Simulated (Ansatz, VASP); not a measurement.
# Cross-check of HgTe between VASP and Ansatz

Aim: how closely do two programs agree when they are given the same cell, functional and k mesh?

Program: Ansatz 0.2.0. Level of theory: plane waves, with VASP 6.6.1 beside it; zone-centre phonons at PBEsol and relaxation of cell and atoms at r2SCAN. Results are calculated unless marked as measured.

## (1) The structure

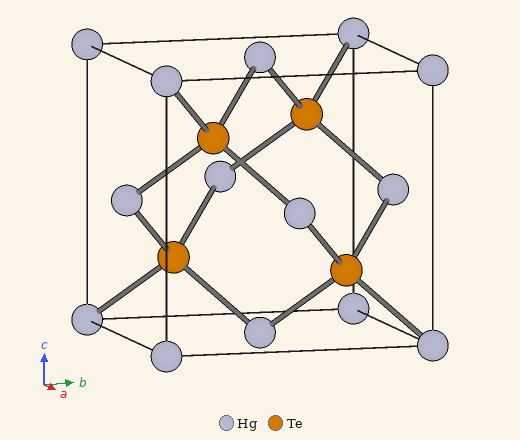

The starting structure, seen slightly off an axis (mercury light grey, tellurium orange). This picture shows the conventional cell, with its axes. Bonds to atoms that aren't drawn are left out. Some periodic images of atoms are drawn too.

As a file:

```cif
data_structure
_symmetry_space_group_name_H-M 'P 1'
_symmetry_Int_Tables_number 1
_cell_length_a 4.6082
_cell_length_b 4.6082
_cell_length_c 4.6082
_cell_angle_alpha 60.000
_cell_angle_beta 60.000
_cell_angle_gamma 60.000
_cell_volume 69.20
loop_
_atom_site_label
_atom_site_type_symbol
_atom_site_fract_x
_atom_site_fract_y
_atom_site_fract_z
_atom_site_occupancy
Hg1 Hg 0.00000 0.00000 0.00000 1
Te2 Te 0.75000 0.75000 0.75000 1
```

## (2) VASP: zone-centre phonons, PBEsol

Second derivatives magnify differences that forces hide, and they need a tight electronic threshold.

Lines of VASP's logs that name or quote its potential files are left out, and so is its time.

The input, INCAR:

```
SYSTEM = HgTe
PREC = Accurate
ENCUT = 450
EDIFF = 1E-08
NELM = 100
ISMEAR = 1
SIGMA = 0.15
LREAL = .FALSE.
ALGO = Normal
GGA = PS
NBANDS = 15
LORBIT = 11
LWAVE = .FALSE.
LCHARG = .FALSE.
KPAR = 2
IBRION = 8
ISIF = 2
```

The input, POSCAR:

```
HgTe
1.0
    0.0000000000      3.2584921604      3.2584921604
    3.2584921604      0.0000000000      3.2584921604
    3.2584921604      3.2584921604      0.0000000000
Hg Te
1 1
Direct
    0.0000000000      0.0000000000      0.0000000000
    0.7500000000      0.7500000000      0.7500000000
```

The input, KPOINTS:

```
Automatic mesh
0
Gamma
10 10 10
0 0 0
```

PAW data sets: Hg and Te (PBE family, release 64).

Launch:

```
$ mpirun -np 2 vasp_std
```

Numbers of over 12 decimals in the logs are rounded to 6 here.

Log:

```text
[banner, memory and clock lines left out]
running    2 mpi-ranks, on    1 nodes
 distrk:  each k-point on    1 cores,    2 groups
 distr:  one band on    1 cores,    1 groups

 POSCAR found type information on POSCAR HgTe
 POSCAR found :  2 types and       2 ions
|                                                                             |
|               ----> ADVICE to this user running VASP <----                  |
|                                                                             |
|     You enforced a specific xc type in the INCAR file but a different       |
|     [... a line on the potential file left out ...]
|     I HOPE YOU KNOW WHAT YOU ARE DOING!                                     |
|                                                                             |

 LDA part: xc-table for (Slater+PW92), standard interpolation
 POSCAR, INCAR and KPOINTS ok, starting setup
 FFT: planning ... GRIDC
 FFT: planning ... GRID_SOFT
 FFT: planning ... GRID
 WAVECAR not read
 entering main loop
       N       E                     dE             d eps       ncg     rms          rms(c)
DAV:   1     0.960552710030E+02    0.96055E+02   -0.75059E+03  1434   0.923E+02
DAV:   2    -0.112359226762E+01   -0.97179E+02   -0.91788E+02  1592   0.228E+02
DAV:   3    -0.457511689995E+01   -0.34515E+01   -0.34430E+01  1809   0.442E+01
DAV:   4    -0.460790319030E+01   -0.32786E-01   -0.32785E-01  2013   0.386E+00
DAV:   5    -0.460805728470E+01   -0.15409E-03   -0.15409E-03  1851   0.213E-01    0.727E+00
DAV:   6    -0.438805479161E+01    0.22000E+00   -0.46206E-01  1543   0.951E+00    0.588E+00
DAV:   7    -0.437822076036E+01    0.98340E-02   -0.99584E-02  1599   0.224E+00    0.222E+00
DAV:   8    -0.437628935458E+01    0.19314E-02   -0.99146E-03  1585   0.120E+00    0.578E-01
DAV:   9    -0.437603668837E+01    0.25267E-03   -0.72832E-04  1795   0.316E-01    0.110E-01
DAV:  10    -0.437604538596E+01   -0.86976E-05   -0.78206E-05  1637   0.847E-02    0.496E-02
DAV:  11    -0.437605207933E+01   -0.66934E-05   -0.18919E-05  1648   0.344E-02    0.241E-02
DAV:  12    -0.437605109843E+01    0.98090E-06   -0.30930E-06  1529   0.146E-02    0.132E-02
DAV:  13    -0.437605110129E+01   -0.28529E-08   -0.24992E-07  1879   0.342E-03    0.789E-03
DAV:  14    -0.437605102252E+01    0.78762E-07   -0.15559E-07  1494   0.416E-03    0.110E-03
DAV:  15    -0.437605102357E+01   -0.10455E-08   -0.20659E-08  1725   0.938E-04
   1 F= -.43760510E+01 E0= -.43761402E+01  d E =0.267498E-03
 Linear response reoptimize wavefunctions to high precision
DAV:   1    -0.437605103907E+01   -0.15498E-07   -0.47648E-10  1209   0.171E-04
DAV:   2    -0.437605103909E+01   -0.22965E-10   -0.62443E-11   831   0.578E-05
 Linear response DOF=           2
 Linear response progress:
  Degree of freedom:   1/  2
       N       E                     dE             d eps       ncg     rms          rms(c)
RMM:   1    -0.380183134551E+00   -0.38018E+00   -0.15411E-01  8287   0.275E+00
RMM:   2    -0.378650705532E+00    0.15324E-02   -0.16607E-03  7835   0.288E-01    0.115E-01
RMM:   3    -0.378191586328E+00    0.45912E-03   -0.68289E-05  8544   0.502E-02    0.688E-02
RMM:   4    -0.377758203842E+00    0.43338E-03   -0.46749E-05  8316   0.384E-02    0.144E-02
RMM:   5    -0.377739748432E+00    0.18455E-04   -0.18662E-06  8849   0.879E-03    0.191E-03
RMM:   6    -0.377748853582E+00   -0.91052E-05   -0.31909E-08  8976   0.123E-03    0.565E-04
RMM:   7    -0.377749110066E+00   -0.25648E-06   -0.31235E-08  8621   0.755E-04    0.127E-04
RMM:   8    -0.377748760337E+00    0.34973E-06   -0.49877E-09  9133   0.175E-04    0.474E-05
RMM:   9    -0.377749129665E+00   -0.36933E-06   -0.33011E-09  8450   0.122E-04    0.873E-06
RMM:  10    -0.377749133609E+00   -0.39435E-08   -0.13491E-09  9323   0.273E-05    0.376E-06
 first order change of Fermi-energy  -0.90837E-04
 force on displaced ion       1 direction 1 :  -3.430  -0.000  -0.000
 Linear response progress:
  Degree of freedom:   2/  2
       N       E                     dE             d eps       ncg     rms          rms(c)
RMM:   1    -0.471648640176E-01   -0.47165E-01    0.61577E-02 12557   0.103E+00
RMM:   2    -0.477637370958E-01   -0.59887E-03   -0.16685E-03  7992   0.268E-01    0.119E-01
RMM:   3    -0.477974862978E-01   -0.33749E-04   -0.99212E-05  8282   0.592E-02    0.731E-02
RMM:   4    -0.478884305715E-01   -0.90944E-04   -0.28430E-05  8308   0.327E-02    0.869E-03
RMM:   5    -0.478981233024E-01   -0.96927E-05   -0.11169E-06  8506   0.615E-03    0.434E-03
RMM:   6    -0.479009483430E-01   -0.28250E-05   -0.38501E-08  8405   0.208E-03    0.145E-03
RMM:   7    -0.478997494406E-01    0.11989E-05    0.32387E-08  8509   0.674E-04    0.568E-04
RMM:   8    -0.479002888043E-01   -0.53936E-06   -0.54074E-09  8498   0.297E-04    0.961E-05
RMM:   9    -0.479004156576E-01   -0.12685E-06   -0.79519E-09  7704   0.115E-04    0.263E-05
RMM:  10    -0.479004772939E-01   -0.61636E-07   -0.27826E-09  8804   0.365E-05    0.124E-05
RMM:  11    -0.479004956227E-01   -0.18329E-07    0.31210E-09  8825   0.141E-05    0.190E-06
RMM:  12    -0.479004961564E-01   -0.53369E-09    0.19555E-09  7359   0.717E-06    0.308E-07
 first order change of Fermi-energy   0.32306E-03
 force on displaced ion       2 direction 1 :  -3.444  -0.000  -0.000
 Linear response finished
```

Parts of OUTCAR (step 2):

```text
ion  position               nearest neighbor table
   1  0.000  0.000  0.000-   2 2.82   2 2.82   2 2.82   2 2.82
   2  0.750  0.750  0.750-   1 2.82   1 2.82   1 2.82   1 2.82

  LATTYP: Found a face centered cubic cell.
 ALAT       =     6.5169843208

 Subroutine GETGRP returns: Found 24 space group operations
 (whereof 24 operations were pure point group operations)

The static configuration has the point symmetry T_d .

 Found     47 irreducible k-points:

   k-points           NKPTS =     47   k-points in BZ     NKDIM =     47   number of bands    NBANDS=     15

   dimension x,y,z NGX =    32 NGY =   32 NGZ =   32
   dimension x,y,z NGXF=    64 NGYF=   64 NGZF=   64

   ENCUT  =  450.0 eV  33.07 Ry    5.75 a.u.   7.97  7.97  7.97*2*pi/ulx,y,z

   NELECT =      18.0000    total number of electrons

 k-points in reciprocal lattice and weights: Automatic mesh
   0.00000000  0.00000000  0.00000000       0.001
   0.10000000  0.00000000  0.00000000       0.008
   0.20000000  0.00000000  0.00000000       0.008
   0.30000000  0.00000000  0.00000000       0.008
   0.40000000  0.00000000  0.00000000       0.008
   0.50000000  0.00000000  0.00000000       0.004
   0.10000000  0.10000000  0.00000000       0.006
   0.20000000  0.10000000  0.00000000       0.024
   0.30000000  0.10000000  0.00000000       0.024
[...]
-0.30000000  0.40000000  0.20000000       0.024
  -0.30000000  0.50000000  0.20000000       0.012

 average (electrostatic) potential at core
       1 -40.4283       2 -91.4320

  Total       -0.0005945     -0.0005945     -0.0005945      0.0000000      0.0000000      0.0000000
  in kB       -0.0137642     -0.0137642     -0.0137642      0.0000000      0.0000000      0.0000000
  external PRESSURE =      -0.0137642 kB  Pullay stress =       0.0000000 kB

  energy-cutoff  :      450.00
  volume of cell :       69.20
      direct lattice vectors                 reciprocal lattice vectors
     0.000000000  3.258492160  3.258492160    -0.153445206  0.153445206  0.153445206
     3.258492160  0.000000000  3.258492160     0.153445206 -0.153445206  0.153445206
     3.258492160  3.258492160  0.000000000     0.153445206  0.153445206 -0.153445206

 POSITION                                       TOTAL-FORCE (eV/Angst)
 -----------------------------------------------------------------------------------
      0.00000      0.00000      0.00000        -0.000000     -0.000000     -0.000000
      4.88774      4.88774      4.88774         0.000000      0.000000      0.000000
 -----------------------------------------------------------------------------------
    total drift:                                0.000000      0.000000      0.000000

 Eigenvectors and eigenvalues of the dynamical matrix
 ----------------------------------------------------

   1 f  =    3.282642 THz    20.625447 2PiTHz  109.497145 cm-1    13.575910 meV
             X         Y         Z           dx          dy          dz
      0.000000  0.000000  0.000000     0.000000    0.622802    0.000000
      4.887738  4.887738  4.887738     0.000000   -0.782380    0.000000

   2 f  =    3.282642 THz    20.625447 2PiTHz  109.497145 cm-1    13.575910 meV
             X         Y         Z           dx          dy          dz
      0.000000  0.000000  0.000000    -0.622802    0.000000    0.000000
      4.887738  4.887738  4.887738     0.782380    0.000000    0.000000

   3 f  =    3.282642 THz    20.625447 2PiTHz  109.497145 cm-1    13.575910 meV
             X         Y         Z           dx          dy          dz
      0.000000  0.000000  0.000000     0.000000    0.000000   -0.622802
      4.887738  4.887738  4.887738     0.000000    0.000000    0.782380

   4 f/i=    0.003089 THz     0.019408 2PiTHz    0.103032 cm-1     0.012774 meV
             X         Y         Z           dx          dy          dz
      0.000000  0.000000  0.000000     0.782380    0.000000    0.000000
      4.887738  4.887738  4.887738     0.622802    0.000000    0.000000

   5 f/i=    0.003089 THz     0.019408 2PiTHz    0.103032 cm-1     0.012774 meV
             X         Y         Z           dx          dy          dz
      0.000000  0.000000  0.000000     0.000000   -0.782380    0.000000
      4.887738  4.887738  4.887738     0.000000   -0.622802    0.000000

   6 f/i=    0.003089 THz     0.019408 2PiTHz    0.103032 cm-1     0.012774 meV
             X         Y         Z           dx          dy          dz
      0.000000  0.000000  0.000000     0.000000    0.000000    0.782380
      4.887738  4.887738  4.887738     0.000000    0.000000    0.622802

 ELASTIC MODULI CONTR FROM IONIC RELAXATION (kBar)
 Direction    XX          YY          ZZ          XY          YZ          ZX
 --------------------------------------------------------------------------------
 XX          -0.0000     -0.0000      0.0000     -0.0000      0.0000      0.0000
 YY          -0.0000     -0.0000     -0.0000     -0.0000     -0.0000      0.0000
 ZZ           0.0000     -0.0000     -0.0000      0.0000     -0.0000      0.0000
 XY          -0.0000     -0.0000      0.0000   -148.3603     -0.0000      0.0000
 YZ           0.0000     -0.0000     -0.0000     -0.0000   -148.3603     -0.0000
 ZX           0.0000      0.0000      0.0000      0.0000     -0.0000   -148.3603
 --------------------------------------------------------------------------------
```

## (3) Ansatz: zone-centre phonons, PBEsol

Ansatz runs on its default PAW (the set named soft_2) files.

The same cell, functional, mesh and smearing now go to Ansatz, which takes its cutoff from its data sets.

The input, input.yaml:

```yaml
crystal:
  lattice:
    - [0.0, 3.2584921604, 3.2584921604]
    - [3.2584921604, 0.0, 3.2584921604]
    - [3.2584921604, 3.2584921604, 0.0]
  atoms:
    - { symbol: Hg, position: [0.0, 0.0, 0.0] }
    - { symbol: Te, position: [0.75, 0.75, 0.75] }
hamiltonian:
  xc: pbesol
  pseudopotentials: { kind: paw }
kpoints:
  mp_grid: { grid: [10, 10, 10] }
scf:
  occupations: { method: methfessel_paxton, width: 0.15 }
phonons:
  method: dfpt
  qpoints: [[0, 0, 0]]
```

Launch:

```
$ ansatz run input.yaml --threads 4 --pin off --max-ram 9216MiB --backend cpu --events-out ev --progress --plain --runs-dir out
```

Log:

```text
zone centre: on kpoints.mp_grid the ground state, and the responses unless they are solved on pairs of k-points, stand on 102 of the mesh's 1000 k-points, reduced under 8 symmetry operations, with k and −k counted as one. Each operation leaves every solved displacement unchanged or reverses it
Engine: ansatz 0.2.0, aarch64-unknown-linux-gnu
Pseudopotentials: kind: paw
Pseudopotential: Hg, paw, valence charge 20, recommended cutoff 420 eV (normal), Hg.paw.azcp
Pseudopotential: Te, paw, valence charge 16, recommended cutoff 420 eV (normal), Te.paw.azcp
Functional definition: PBEsol
  exchange = pbesol_x
  correlation = pbesol_c
Crystal: 2 atoms, lattice volume = 69.196 Å³
Basis set: ecut = 420 eV, 1363 PW (Γ), exchange–correlation on 64×64×64 points (8 copies of the dense FFT grid, shifted against one another)
Bands: 22, of which v1, the nominal top of the filled ones, is band 18 counted from 1 (17 counted from 0)
Symmetry: 24 space group operations
k-points: 102 of 1000 (irreducible under 8 space group operations, time reversal used)
Non-local potential: Hg, projectors of the file, l = 0: 3, l = 1: 2, l = 2: 2, l = 3: 1
Non-local potential: Te, projectors of the file, l = 0: 2, l = 1: 2, l = 2: 2, l = 3: 2
PAW form: soft (Blöchl's): semilocal exchange-correlation on the pseudo side does not see the compensation charge
PAW frozen core: Hg, regenerated for the run's functional, and the local potential with it (the file was generated under x = pbe(κ = 0.804, μ = 0.219515), c = pbe(β = 0.066725))
PAW frozen core: Te, regenerated for the run's functional, and the local potential with it (the file was generated under x = pbe(κ = 0.804, μ = 0.219515), c = pbe(β = 0.066725))
PAW one-centre angular grid: Hg, 590 points (default); XC on 64 Gauss nodes
PAW one-centre angular grid: Te, 590 points (default); XC on 64 Gauss nodes
Initial density: superposition of atomic densities (neutral atoms: chi_scale 0, normalization atom), corrected by the library's trained network
Initial wavefunctions: pseudopotential atomic-orbital guess
Functional: x = pbesol(κ = 0.804, μ = 0.123457), c = pbesol(β = 0.046)
SCF iter   1: F=—  HF=-20569.816507 eV  |F-HF|=—  |Δ(HF+E_count)|=         —  Δρ=2.68e-3  dr2=8.00e-3  ethr=1.77e-3  ⟨swp⟩=5.9  Hψ=10303  notcnv=0
preconditioner: auto → none  [insulator: Δε(μ)=0.469 eV  Ē_g=10.419 eV  σ=0.150 eV  W_gap=0.55  n_scr=14 (ndim 8)  ℏωp=18.9 eV  f_vac=0.187  D(μ)=0.09/eV (n_scr^D=0)  ε∞_Penn≈4.3]
SCF iter   2: F=—  HF=-20569.814292 eV  |F-HF|=—  |Δ(HF+E_count)|=   2.21e-3  S|Δr|=    0.00e0  Δρ=8.09e-4  dr2=3.05e-4  ethr=2.22e-5  ⟨swp⟩=2.9  Hψ=4648  notcnv=0
SCF iter   3: F=—  HF=-20569.814523 eV  |F-HF|=—  |Δ(HF+E_count)|=   2.31e-4  S|Δr|=    0.00e0  Δρ=4.08e-4  dr2=7.35e-5  ethr=8.47e-7  ⟨swp⟩=2.0  Hψ=3050  notcnv=0
SCF iter   4: F=—  HF=-20569.814602 eV  |F-HF|=—  |Δ(HF+E_count)|=   7.94e-5  S|Δr|=    0.00e0  Δρ=1.62e-4  dr2=2.07e-5  ethr=2.04e-7  ⟨swp⟩=2.0  Hψ=3161  notcnv=0
SCF iter   5: F=—  HF=-20569.814600 eV  |F-HF|=—  |Δ(HF+E_count)|=   2.37e-6  S|Δr|=    0.00e0  Δρ=2.02e-5  dr2=1.69e-7  ethr=5.75e-8  ⟨swp⟩=2.0  Hψ=3061  notcnv=0
SCF iter   6: F=—  HF=-20569.814605 eV  |F-HF|=—  |Δ(HF+E_count)|=   4.84e-6  S|Δr|=    0.00e0  Δρ=3.50e-6  dr2=7.04e-9  ethr=4.70e-10  ⟨swp⟩=2.0  Hψ=3165  notcnv=0
SCF iter   7: F=—  HF=-20569.814605 eV  |F-HF|=—  |Δ(HF+E_count)|=   7.28e-9  S|Δr|=    0.00e0  Δρ=5.61e-7  dr2=1.39e-10  ethr=1.95e-11  ⟨swp⟩=2.0  Hψ=4047  notcnv=0
SCF iter   8: F=-20569.814605 eV  HF=-20569.814605 eV  |F-HF|=0.00e0  |Δ(HF+E_count)|=  3.57e-10  S|Δr|=    0.00e0  Δρ=8.23e-8  dr2=4.37e-12  ethr=1.00e-12  ⟨swp⟩=7.4  Hψ=10724  notcnv=0
SCF 1 converged in 8 iterations: F = -20569.814605 eV  dr2 = 4.37e-12
  greatest PAW one-centre occupation: 1.000 electrons in one spin orbital (limit 2), on the Hg atom at site 0 (counted from 0), in its partial waves of l = 0
DFPT response loops at Γ: preconditioner auto → none (partly filled bands, converged f_vac=0.185); β = 0.50; Broyden in place of MSR1
SCF converged after 8 iterations
Stability not checked: this state was not tested for a lower state beside it, because cold or Methfessel-Paxton smearing, or corrected tetrahedra, fill the levels in a way that the test cannot read (fill_not_monotonic; see scf.lower_state_search)
Free energy (F): -20569.814605 eV
Harris-Foulkes:  -20569.814605 eV  (|F-HF|=0.00e0)
Internal energy: -20569.814872 eV  (E = F + TS)
E sigma→0 (E₀):  -20569.814672 eV
Entropy (-TS):   0.000268 eV (0.134 meV/atom)
Fermi energy:    8.204735 eV
Step filling:    the computed levels leave a gap of 0.0000 eV = 0.0 smearing widths at the electron count; against every level under it full and every level over it empty, smearing changes F+E_penalty+E_count by +0.118 meV and its σ→0 estimate by +0.051 meV
--- Per-component energies (eV) ---
  E_band       = -786.820642
  E_kinetic    = 784.076757
  E_local      = -4861.563844  (includes V_loc(G=0)·N_el)
  E_nonlocal   = -231.598438
  E_hartree    = 2355.480346
  E_xc         = -341.808036
  E_vxc        = -365.212386  (∫ρ·V_xc dr)
  E_paw        = -14385.282541  (= ΣΔE_a)
  E_vpaw       = -823.483951  (= ΣTr[D̂ρ^β])
  E_aug_tail   = 0.000705  (compensation charges beyond the density's cutoff)
  E_ewald      = -3889.823288
  E_core_change = 0.703466  (= ΣΔE_core)
  E_smearing   = 0.000268  (= −TS)
  E_closure    = 0.000000  (closes the sum)
  Σ components = -20569.814605   (vs F -20569.814605, Δ=0.00e0)
--- Band table (eV; the first three rows and the last of 102) ---
  k-point 0: bands = [... 14 lower, 1.5022, 7.3387, 8.1948, 8.1948, 8.1948, 12.4390, 12.4390, 12.4390]
  k-point 1: bands = [... 14 lower, 1.5007, 6.5875, 8.0843, 8.0843, 8.6740, 12.3087, 12.5895, 12.5895]
  k-point 2: bands = [... 14 lower, 1.4996, 5.4365, 7.8222, 7.8222, 8.9878, 12.5957, 12.9124, 12.9124]
  k-point 101: bands = [... 14 lower, 2.0642, 2.8015, 5.6651, 5.7520, 11.0900, 12.2507, 13.9923, 14.4934]
--- Phonons (Γ-DFPT): 2 representative perturbations + reference, on 102 of 1000 k-points (Σ response iterations 6) ---
  k mesh reduced under 8 symmetry operations, with k and −k counted as one. Each operation leaves every solved displacement unchanged or reverses it
  ASR residual: 1.605e-4 → 0.000e0 eV/Å²; symmetrization residual: 6.124e-5 eV/Å²
  ASR residual per site (eV/Å²): 1.60e-4 1.62e-6
  Γ frequencies (cm⁻¹): 0.00 0.00 0.00 107.87 107.87 107.87
  non-analytic LO–TO correction: not included (Born effective charges unavailable; polar crystals: no LO–TO splitting at Γ)
--- Phonons (arbitrary-q DFPT): 1 explicit q-point ---
  q = [0, 0, 0] (of the zone-centre solve; hermiticity 3.67e-5, symmetrization 1.28e-12): -0.00 0.00 0.00 107.87 107.87 107.87
  sum rule: each row above includes the acoustic sum rule's correction from the zone centre's row sums; it moved no ω² by more than (0.47 cm⁻¹)²
```

It took 16 s on 4 threads of Arm Neoverse V1, shared host; peak memory 0.78 GiB.

The column dr2 measures how far the density is from self-consistency, as an energy; F and HF (Harris–Foulkes) agree once it is small.

## (4) Comparison

Known differences besides the PAW data sets themselves: the data sets hold 36 valence electrons in Ansatz (default PAW (the set named soft_2) files) and 18 in VASP; the cutoff is 420 eV in Ansatz and 450 eV in VASP; Ansatz makes its cores anew for this functional, VASP keeps those of its PBE data sets; VASP leaves aspherical gradient terms in its spheres out (LASPH is not set), Ansatz keeps them. Total energies have different zeros and are not compared.

Compared:

| quantity | Ansatz | VASP | difference |
| --- | --- | --- | --- |
| mode 4 to 6 (cm⁻¹) | 107.9 | 109.5 | -1.49 % |

[end of part 1 of 2]

[Lines on the potential files, build, host, timing and source positions are cut from VASP's logs without a mark.]

[Logs are printed without paths, hosts, clocks, repeated set-up lines and the standing remarks that a program may print on its own settings, such as how far it seeks lower states.]

[Hosts, paths, dates, database ids (printed as entryN), source tags and the programs' standing remarks are cut or masked in the printed files.]
